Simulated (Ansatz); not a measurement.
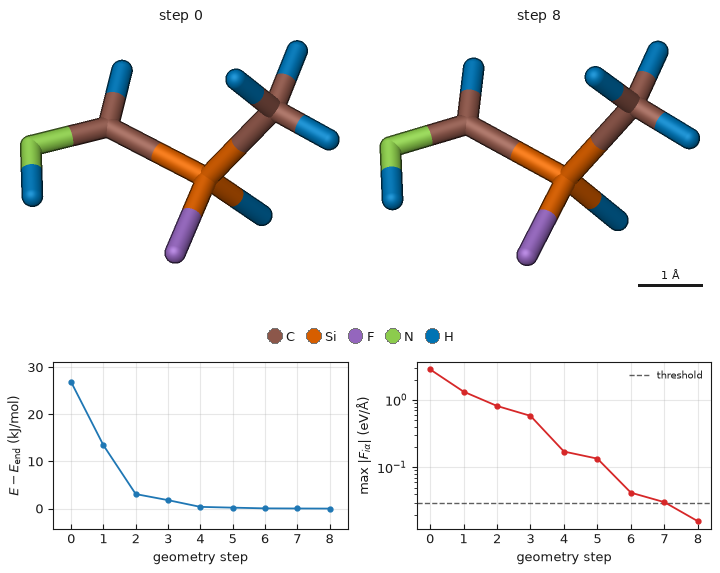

First and last geometry of a relaxation of C$_{2}$H$_{6}$FNSi (coarse preliminary run), with the history of the run. A stick model, seen at a tilt.

The start comes from a force field.

Level of theory: RKS PBE-D4/def2-SVP (Ansatz 0.2.0). (force threshold 0.03 eV/Å; at most 200 steps)

### Did the run converge, and what did it change?

It converged. Over 8 geometry steps the energy falls by 26.9 kJ/mol. The largest force component goes from 2.8 to 0.016 eV/Å. The largest move after the best rigid fit is that of the F atom, 0.11 Å. Largest moves by element: F 0.11 Å, H 0.10 Å, C 0.08 Å, N 0.04 Å, Si 0.03 Å. Among the contacts that change: C–Si 1.807 → 1.872 Å, F–Si 1.602 → 1.652 Å, C–H 1.060 → 1.109 Å, C–H 1.159 → 1.110 Å. Bond angles that change, for instance: Si–C–H 113.7° → 119.7°, H–C–H 102.6° → 108.1°, N–C–H 121.8° → 116.4°.
